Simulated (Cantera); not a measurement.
A closed system holds: 1 mol Si, 0.52 mol O2, 840 mol H2, at 8.00 bar.

These are equilibrium values from Cantera (NASA tables, ideal gas, pure condensed phases), not measurements of a reactor. Candidate condensed phases: H2O, Si, SiO2; 18 gas species. Mutual solubility and eutectic melting of coexisting phases are not modelled. The tables hold silica as quartz up to 1696 K and as liquid above; real silica turns to tridymite and cristobalite and melts near 1996 K. Gases not in the tables: Si2H6 and higher silanes. Kinetics and transport are ignored.

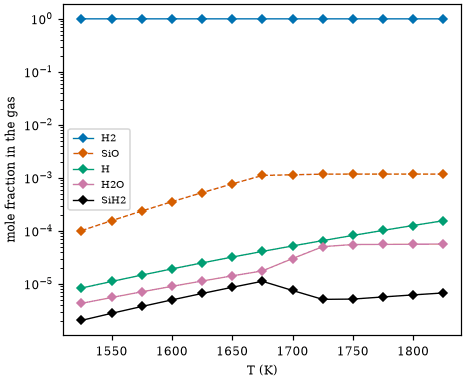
Equilibrium gas composition (values under 1e-9 drawn at 1e-9)

**Question.** Read off the mole fractions at 1825 K.

**Answer.** H2 about 1.00, SiO about 0.0012, H about 0.00016, H2O about 5.7e-5, SiH2 about 6.8e-6.
